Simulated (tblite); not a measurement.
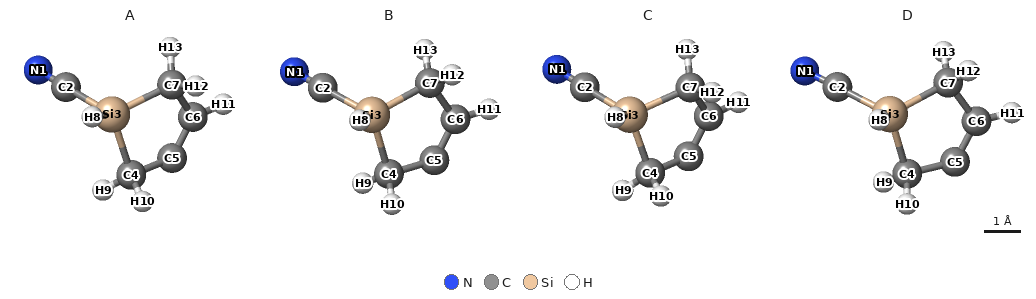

4 geometries from one relaxation of C5H6NSi (multiplicity 2), in shuffled order. The picture is a ball-and-stick view, seen from a free direction.

All numbers below come from GFN2-xTB geometry optimisation, gas phase in tblite 0.8.0. 

Put them in the order of the run, from the start to the converged end.

Answer. C, A, B, D. They are steps 0, 18, 38, 60, at +11.8 kcal/mol, +1.67 kcal/mol, +0.44 kcal/mol relative to the last. The largest move after the best rigid fit is that of H11, 0.72 Å. Largest moves by element: H 0.72 Å, N 0.49 Å, C 0.36 Å, Si 0.07 Å. Some distances before and after: Si3–C4 1.865 → 1.961 Å, C6–C7 1.478 → 1.533 Å, C2–Si3 1.811 → 1.861 Å, C4–H10 1.130 → 1.090 Å. Bond angles that change, for instance: Si3–C4–H10 107.0° → 111.8°, H12–C7–H13 111.2° → 106.7°, C7–Si3–H8 113.0° → 117.1°. The energy falls by 11.8 kcal/mol in 60 geometry steps. The run took 0.38 s on 1 thread of Arm Neoverse V1 (shared host).
